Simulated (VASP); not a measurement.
Band structure of Ni3Fe (L1_2). Calculation: TPSS meta-GGA, VASP's PBE PAW potentials (set 64) (plane waves; VASP).

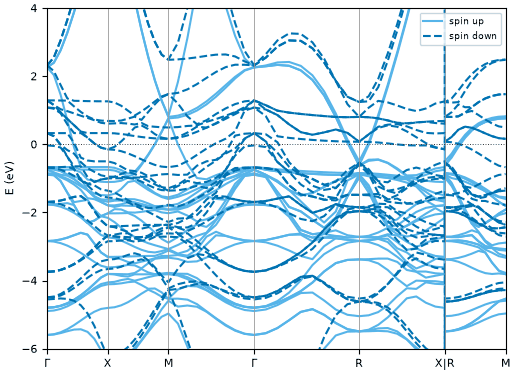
*Bands along high-symmetry lines, zero at the valence-band maximum or, without a gap, the Fermi level*

### Question
Read the plot: is there a gap, and where are the band edges?

### Answer
It has no gap at this level: it comes out as a metal or semimetal.

The compound is Ni3Fe in the L1_2 structure. It was relaxed first.
